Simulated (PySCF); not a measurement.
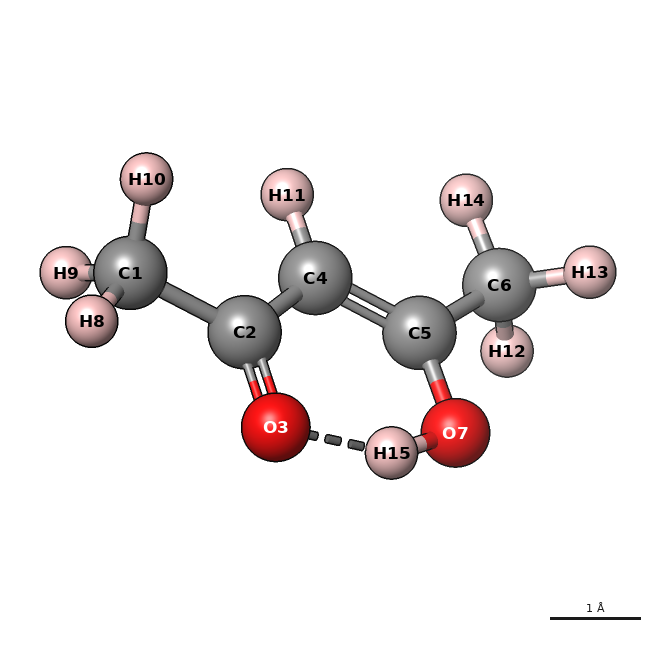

Broken lines mark hydrogen bonds. The geometry was computed by an optimisation with PBE0-D3(BJ)/def2-SVP. No frequency run is at hand to confirm it as a minimum.

Tabulate the hydrogen bonds (donors O, N, F, S, Cl) with their geometry.

```tsv
D–H···A	D–H (Å)	H···A (Å)	angle (°)	kind
O7–H15···O3	1.02	1.52	152	intramolecular
```
